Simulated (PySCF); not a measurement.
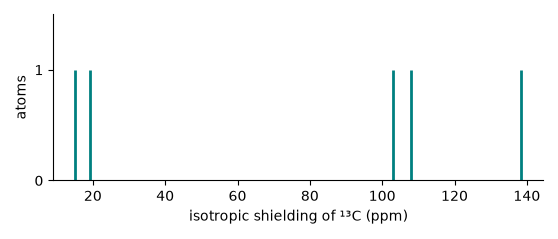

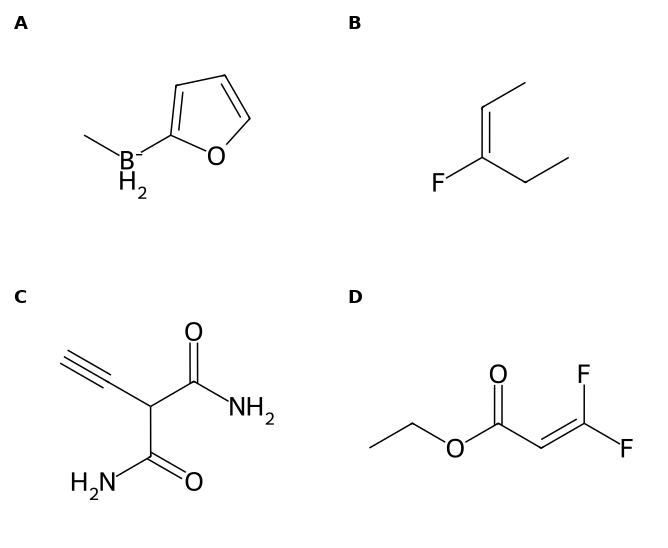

The sticks are computed shieldings of one of the molecules, for one fixed geometry (GFN2-xTB) without averaging over rotations. Low shielding means a high chemical shift. Method: GIAO PBE0/pcSseg-1 NMR shielding, non-relativistic, gas phase (PySCF 2.14.0).

Match the spectrum to a structure.

Answer. C, `C#CC(C(N)=O)C(N)=O`. Its 5 C atoms give lines at 15.2, 19.3, 102.9, 108.0, 138.4 ppm.

The geometry is semi-empirical. Around B such bond lengths and angles can be off by a tenth of an ångström or more and by several degrees, and values that hang on the shape move with them.
